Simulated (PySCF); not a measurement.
C2F3, SMILES FC(=[C]F)F, doublet at its B3LYP/def2-SVP optimised geometry (Å):

```
5

F      1.4575     1.0076     0.0001
C      0.6215     0.0087     0.0000
C     -0.7013     0.0087     0.0000
F     -1.4575     1.0942     0.0000
F     -1.4202    -1.0942    -0.0003
```

Computed with unrestricted B3LYP/def2-TZVP in PySCF. Cells within 0.4 Å of a nucleus heavier than hydrogen are left out (blank, or x).

Map of the log10 of the electron density (e/bohr³), floored at −4 on the plane z = 0.0 Å:

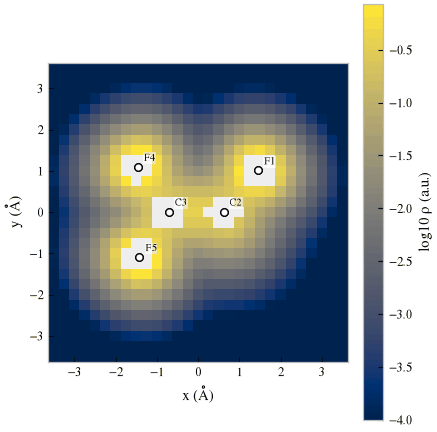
Figure. Log10 of the electron density (e/bohr³), floored at −4 on the plane z = 0.0 Å.
